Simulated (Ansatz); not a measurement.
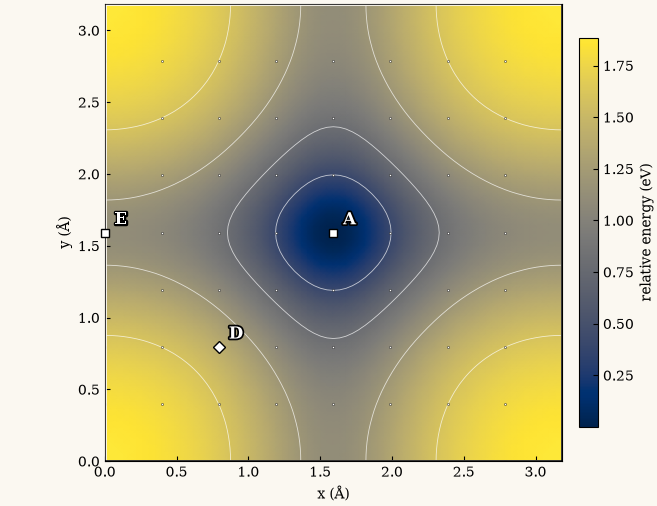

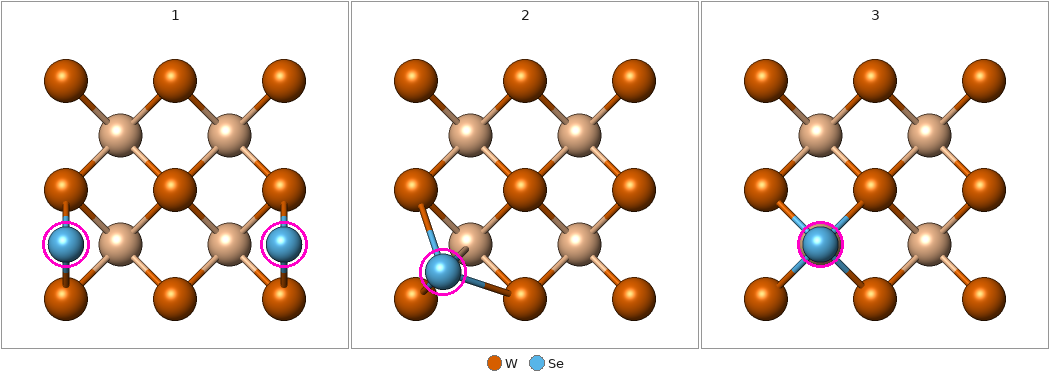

Se on a W(100) slab cut from the Im-3m phase, its upper half relaxed before the scan (16 atoms of substrate and one adsorbate in a 2 × 2 cell). 
- Se is moved over the surface cell; relaxed at each place: the height of the adsorbate's atoms; substrate rigid; the origin of the map has the adsorbate above W13.
- Places are given modulo a cell vector. The map is drawn in real space over the plane of the surface.
- Grid: 8 × 8 points; 15 points were computed and 49 follow by symmetry.
- Places are given in fractions of the 1 × 1 surface cell.
- Energies are in eV, from the lowest grid point.
- All numbers below come from Ansatz, DFT PBE, scalar-relativistic, plane waves, PAW. Settings: cutoff 420 eV, k-mesh 4×4×1, gaussian smearing 0.1 eV, no spin polarisation.

Drawn: a smooth colour map with a few white contour lines, dots at the grid points, the outline of one cell of the plane, lettered points. Between grid points the surface is interpolated. The numbered pictures are the structures at these points, in random order. Rings mark the moved atoms.

Which structure belongs to which point?

A is structure 3: a fourfold hollow over a second-layer W atom, (4/8, 4/8) of the cell vectors, 0.00 eV; D is structure 2: (2/8, 2/8) of the cell vectors [nearest 1 W at 2.36 Å], 1.41 eV; E is structure 1: a bridge site between two W atoms, (0/8, 4/8) of the cell vectors, 1.11 eV.

PAW datasets: the set soft_1.
